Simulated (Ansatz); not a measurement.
## Electronic structure of AlClF2H4Si in real space

The calculation's input:

```
crystal:
  periodic: [false, false, false]
  atoms:
    - {symbol: Al, position_ang: [-0.245506, -1.248489, 0.249270]}
    - {symbol: Cl, position_ang: [-1.306470, -0.562904, -2.032503]}
    - {symbol: F, position_ang: [0.704929, -2.448457, -0.366909]}
    - {symbol: F, position_ang: [-1.661866, -1.712408, 0.957556]}
    - {symbol: H, position_ang: [-0.878818, 0.646314, -1.916531]}
    - {symbol: Si, position_ang: [0.703231, 0.945464, 0.732509]}
    - {symbol: H, position_ang: [0.338926, 1.859268, -0.402035]}
    - {symbol: H, position_ang: [2.188555, 0.949360, 0.812345]}
    - {symbol: H, position_ang: [0.157019, 1.571851, 1.966197]}
basis:
  gaussian: {orbitals: def2-TZVPP}
hamiltonian: {xc: pbe0, dispersion: d4}
output: {orbitals: {seedname: orbitals}}
```

Launched as:

```sh
ansatz run in.yaml --threads 4 --pin off --events-out ev --progress --plain --max-ram 9574MiB
```

The product side of a reaction path; geometry: PBE0-D4/def2-TZVP.

Computed with RKS PBE0-D4/def2-TZVPP (Ansatz).

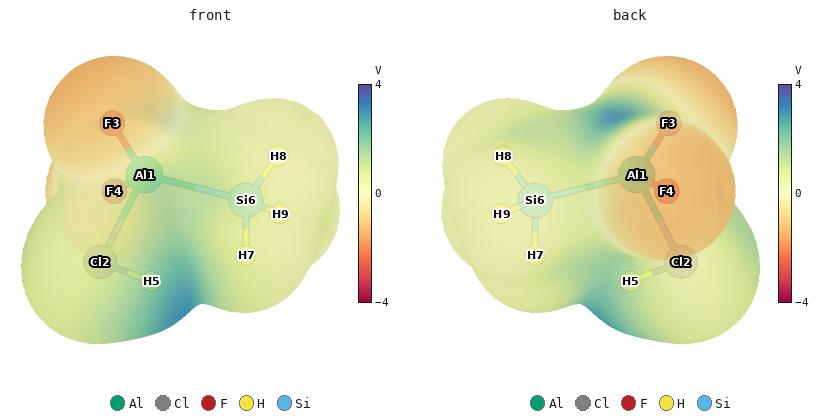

Figure 1. The electrostatic potential painted on the density surface at 0.002 e/bohr³, seen from the front and from behind; the colour scale runs from red (negative) to blue (positive).

**Describe the electrostatic potential map.**

The most negative region (about −1.4 V, or −32 kcal/mol for a unit charge) lies over F3 and F4, the most positive (about +3.0 V, or +69 kcal/mol for a unit charge) over Al1 and H5.

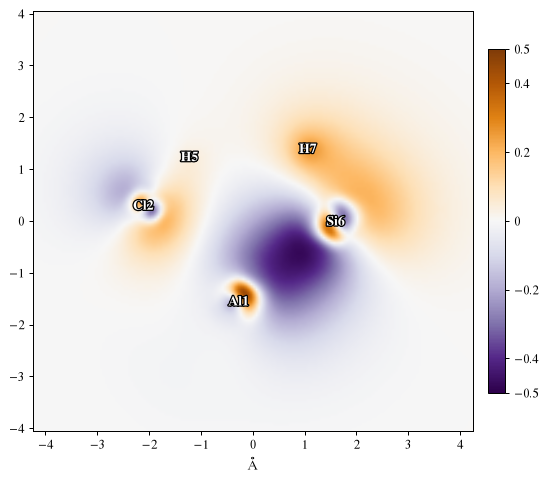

Figure 2. The HOMO on the plane of atoms Al1, Cl2 and H5 (values in Å⁻³ᐟ²; the overall sign is arbitrary).

**Describe this orbital and give its energy.**

It lies mainly on Si6 (about 45 %) and Al1 (about 30 %). Its energy is −8.23 eV.

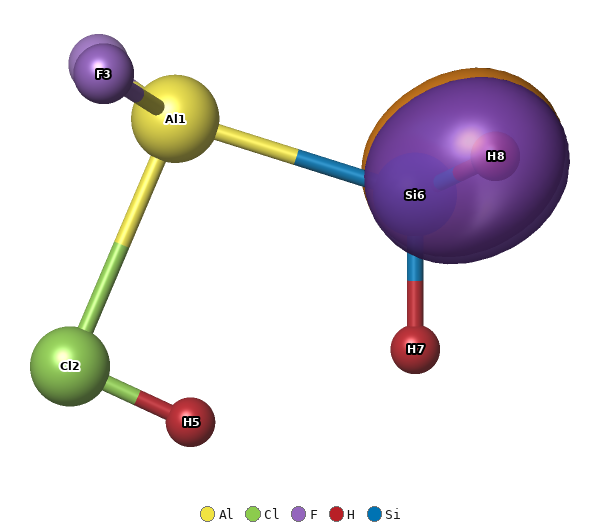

Figure 3. The HOMO−1 at ±0.2 Å⁻³ᐟ² (orange and purple are the two phases), seen across its widest extent.

**Where does this orbital lie, and at what energy?**

Its weight (Hirshfeld) is mainly on Si6 (about 45 %), H8 (about 25 %) and H9 (about 25 %). Its energy is −9.98 eV.
